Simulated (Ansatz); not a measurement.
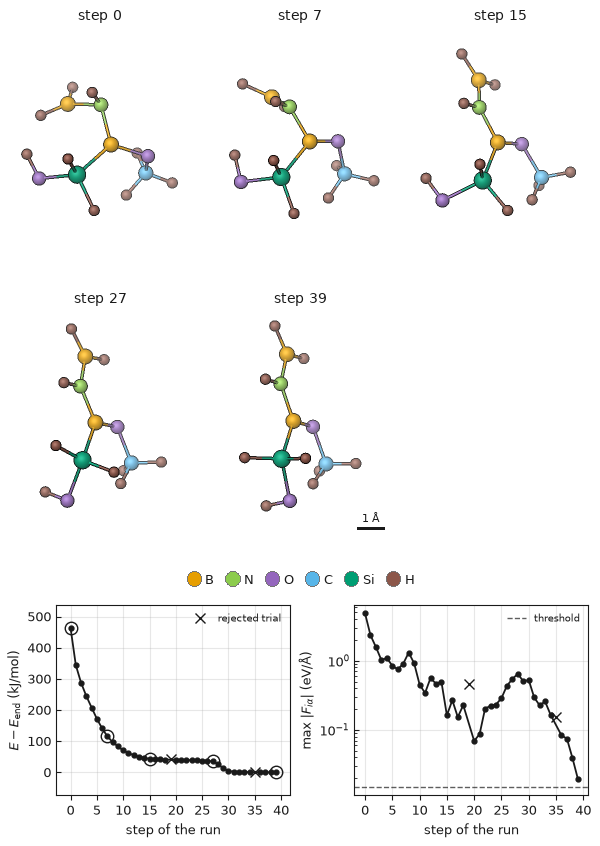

Frames of a relaxation of CH₉B₂NO₂Si, marked on the history of the run. Style: ball-and-stick. Shown from a free direction.

The run prepares an end point of a later path (torsion) calculation, from a guessed geometry.

Computed with RKS LDA/STO-3G (Ansatz 0.2.0). Settings: no spin polarisation; force threshold 0.015 eV/Å; at most 40 steps.

What happens along the run?

Answer. The relaxation stopped without meeting its thresholds, so the last structure isn't shown to be converged. It used up its limit of 40 steps. Over 37 accepted moves (39 points after the start) the energy falls by 463.6 kJ/mol. Largest force component: 4.8 eV/Å at the start, 0.02 eV/Å at the end. The line search rejected the trial steps at points 19, 35 of the run. The largest moves after the best rigid fit, 2.97 Å, are those of H atoms. Largest moves by element: H 2.97 Å, O 2.39 Å, B 1.43 Å, C 0.79 Å, N 0.77 Å, Si 0.17 Å. Some distances before and after: B–N 1.580 → 1.402 Å, B–O 1.498 → 1.354 Å, B–N 1.550 → 1.467 Å, C–O 1.399 → 1.476 Å. Among the angles between lasting bonds that change: B–N–B 109.3° → 127.4°, B–N–H 105.7° → 117.3°, B–O–C 109.2° → 117.0°. Groups turn about B–Si by about 100°, B–O by about 85°, C–O by about 65°. Cost: 53 s on 1 thread of AMD EPYC 9R45 96-Core Processor (Zen 5), on a shared host, peak memory 0.2 GiB. From step 0 to 7: an H atom moves most (1.18 Å), energy −348.3 kJ/mol. From step 7 to 15: an H atom moves most (1.33 Å), energy −72.2 kJ/mol. From step 15 to 27: an H atom moves most (1.44 Å), energy −8.21 kJ/mol. From step 27 to 39: an H atom moves most (0.83 Å), energy −34.9 kJ/mol.

Limits of the set-up: STO-3G is a minimal basis, so the numbers are rough.
